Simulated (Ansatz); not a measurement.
Consider Cl₂H₂S₂Ti (SMILES [SH][Ti]([SH])([Cl])[Cl]).

```xyz
7

Cl   -0.9306   -0.8635   -1.9711
Cl    1.6978    1.5604   -1.3737
S    -1.1294    1.4769    0.8277
S     1.1553   -1.1704    0.9563
Ti    0.2059    0.2607   -0.4963
H    -2.0321    0.4641    0.7666
H     1.7598   -1.8168   -0.0744
```

Geometry: PBE0-D4/def2-SVP.

Level of theory: Ansatz, isolated molecule in a Gaussian basis; Kohn-Sham density functional theory, functional PBE0.

**What will maps of the electron density and electron localisation function show?**

Ti–S (2.24 Å): ρ at the midpoint is about 0.72 e/Å³; the ELF peaks at about 0.85 in the valence shell of S, 0.9 Å from its nucleus, and is about 0.60 at the midpoint.
S–H (1.36 Å): ρ at the midpoint is about 1.4 e/Å³; the ELF climbs to about 1 towards the hydrogen, as it does in any bond to H.

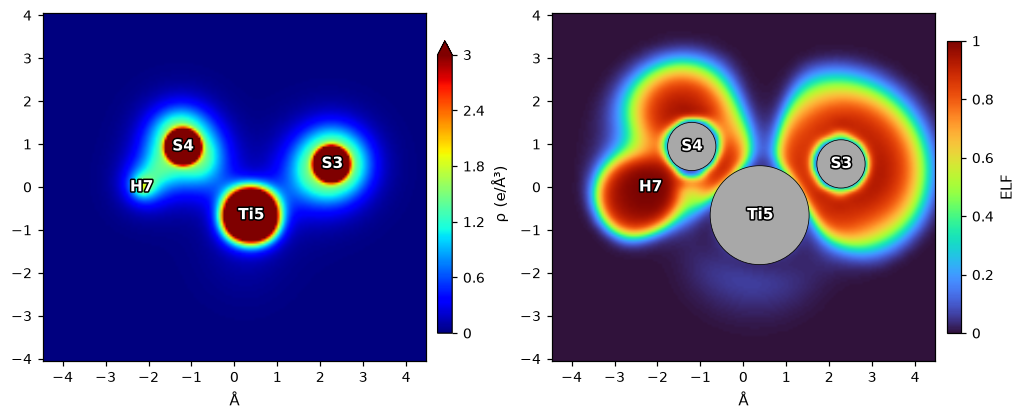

Computed electron density and electron localisation function on the plane of atoms S3, Ti5 and S4, in this order. Grey discs cover the atomic cores in the ELF map. 
